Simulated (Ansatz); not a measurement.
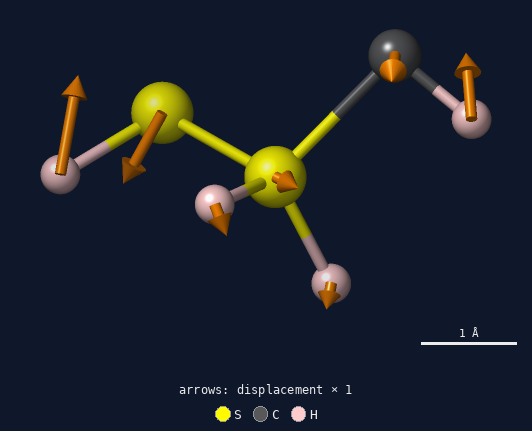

This is a relaxation of CH4S2. The starting structure is drawn; orange arrows show the displacements, at their true length. The two geometries are superimposed by the best rigid fit.

A ball-and-stick model, seen at a tilt.

It is one of the separated reactants of a reaction.

Method: RKS PBE-D4/def2-SVP (Ansatz 0.2.0).

Input
```yaml
crystal:
  periodic: [false, false, false]
  atoms:
    - {symbol: S, position_ang: [-1.052607, 0.721107, -1.121746]}
    - {symbol: C, position_ang: [1.603327, 0.559236, 0.055900]}
    - {symbol: S, position_ang: [-0.063589, -0.147728, 0.123206]}
    - {symbol: H, position_ang: [-2.221968, 0.637797, -0.466685]}
    - {symbol: H, position_ang: [-0.002413, -1.477310, -0.156203]}
    - {symbol: H, position_ang: [-0.615068, 0.042048, 1.351806]}
    - {symbol: H, position_ang: [2.117236, -0.326381, 0.330090]}
basis:
  gaussian: {orbitals: def2-SVP}
hamiltonian: {xc: pbe, dispersion: d4}
relax: {f_tol: 0.03, max_steps: 250}
```

Run as
```bash
ansatz run in.yaml --threads 2 --pin off --events-out ev --progress --plain --max-ram 4352MiB
```

> What did the optimiser do to the structure, and how much energy did it gain?

The atom that moves furthest after the best rigid fit is H4 (1.08 Å). Largest moves by element: H 1.08 Å, S 0.89 Å, C 0.58 Å. Some distances before and after: S1–S3 1.812 → 2.448 Å, C2–S3 1.812 → 1.603 Å, S3–H5 1.360 → 1.438 Å, C2–H7 1.060 → 1.111 Å. Among the angles between lasting bonds that change: S1–S3–C2 106.8° → 133.7°, S1–S3–H5 110.6° → 84.4°, C2–S3–H5 109.4° → 130.3°. Groups turn about S1–S3 by about 100°, C2–S3 by about 75°. The energy falls by 84.7 kcal/mol in 20 accepted moves (21 points after the start). Largest force component: 11 eV/Å at the start, 0.023 eV/Å at the end. The line search rejected the trial step at point 14 of the run. The run took 9.5 s on 2 threads of Intel Xeon 6975P-C (shared host).
